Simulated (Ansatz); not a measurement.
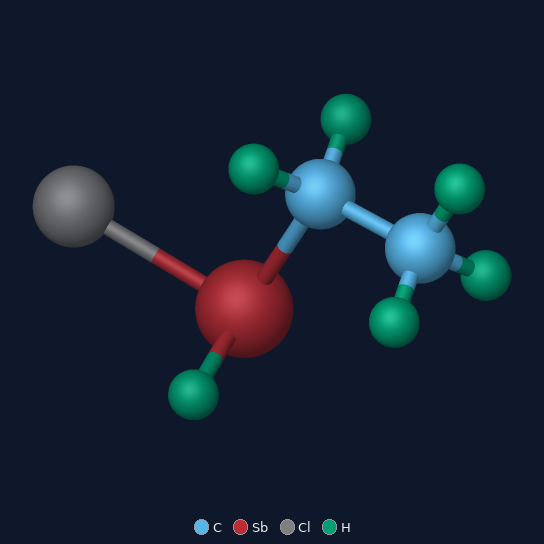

A ball-and-stick model of a molecule.

The geometry was computed by an optimisation with PBE0-D4/def2-TZVP.

Count the atoms of each element.

Answer. C₂H₆ClSb, 10 atoms: 2 carbon, 6 hydrogen, 1 chlorine and 1 antimony.

Count the bonded pairs by element.

Answer. 5 C–H, 1 C–C, 1 C–Sb, 1 Cl–Sb, 1 Sb–H.

More results for the same structure follow; atom numbers are the same in all pictures, views and colours differ.

Symmetry

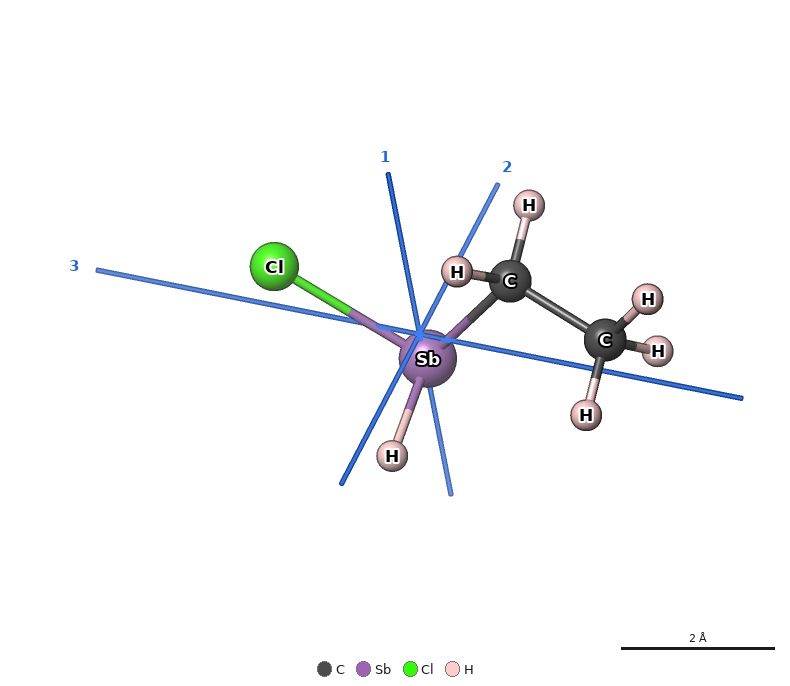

The three principal axes of inertia are drawn and numbered. Atoms fade into the background with distance from the viewer. Masses are those of the most abundant isotopes; constants are for the rigid equilibrium geometry.

Which line is the a axis (least moment of inertia), which b and which c?

Answer. a is line 3, b is line 1, c is line 2; the moments are 93.0, 290, 369 u Å².

Classify the rotor and give the rotational constants (cm⁻¹).

Answer. An asymmetric top (C1): A = 0.181, B = 0.0581, C = 0.0457 cm⁻¹. Ray's parameter κ is −0.82, nearer the prolate limit.

Dipole moment

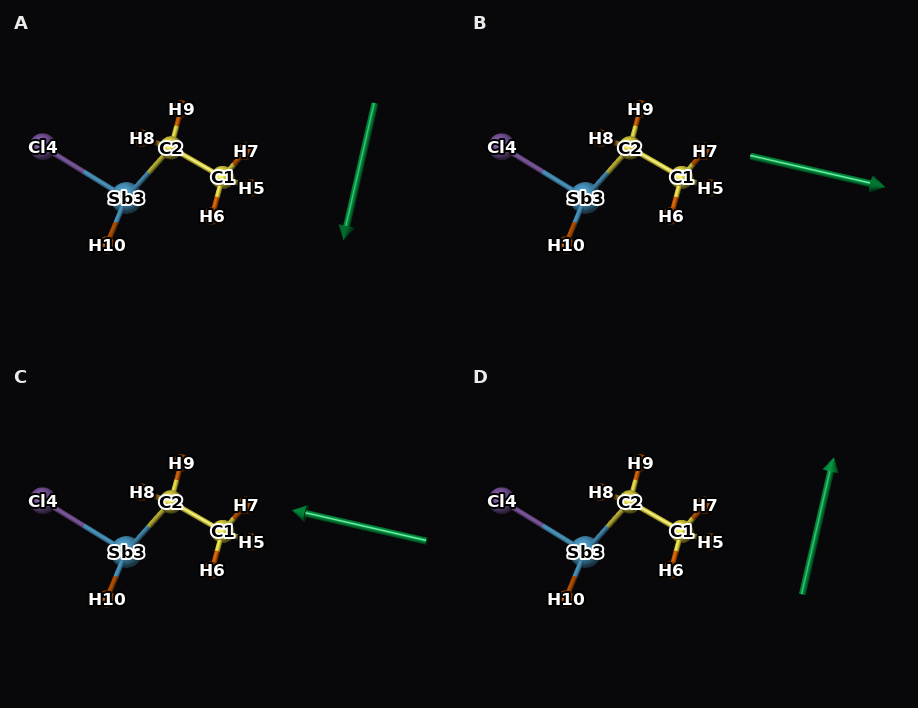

The same molecule four times, each with an arrow. Level of theory: RKS r2SCAN-D4/def2-TZVPP, core potentials on Sb (Ansatz 0.2.0).

Which arrow points along the dipole moment, from the negative to the positive end?

Answer. B. The dipole moment is 2.89 D; it points from the side of Cl4 to the side of H5, H7 (the outermost atoms at the two ends).

Electronic properties

Method: RKS ωB97M-V/def2-SVP, core potentials on Sb (Ansatz 0.2.0).

What does the calculation give?

- HOMO energy (Kohn–Sham orbital): −9.09 eV
- LUMO energy (Kohn–Sham orbital): 0.75 eV
- HOMO–LUMO gap: 9.84 eV

Charges

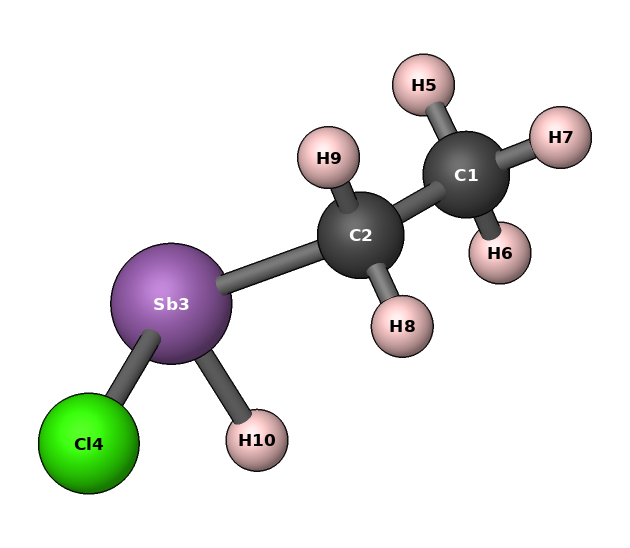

The questions are on Mulliken charges. Level of theory: RKS PBE0-D4/def2-TZVP, core potentials on Sb (Ansatz 0.2.0).

Give the Mulliken charges atom by atom.

```tsv
atom	value (e)
C1	−0.39
C2	−0.39
Sb3	0.49
Cl4	−0.37
H5	0.13
H6	0.13
H7	0.13
H8	0.14
H9	0.13
H10	−0.02
```

Mulliken values depend strongly on the basis set and can even reverse the polarity of a bond.
